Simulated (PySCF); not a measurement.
Vertical excitations of a molecule C2H6N2OSi from TDA-M06-2X/def2-SVPD (PySCF), as energy in eV (oscillator strength): 7.18 (0.000), 7.34 (0.047), 7.45 (0.011), 7.78 (0.009), 8.15 (0.003), 8.20 (0.000), 8.27 (0.005), 8.55 (0.012), 8.62 (0.026), 8.68 (0.007). Lowest triplet (TDA): 6.62 eV. The structure is a stationary point at r2SCAN-D4/def2-SVP. One conformer was computed; it need not be the lowest.

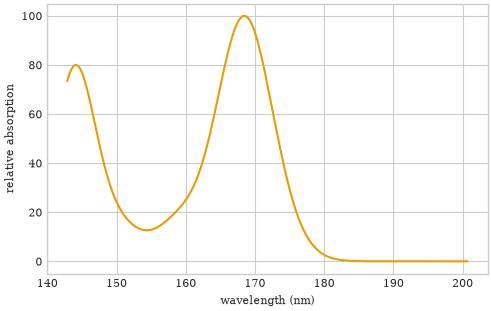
*The lines broadened by 0.4 eV.*

Task: Pick the molecule that these values belong to.
A. C[Si@@H](N)N=C=O
B. C[Si@@H](N)OC#N
C. N[Si]1(N)C=CO1
D. CN[SiH2]N=C=O

Result: B, C[Si@@H](N)OC#N
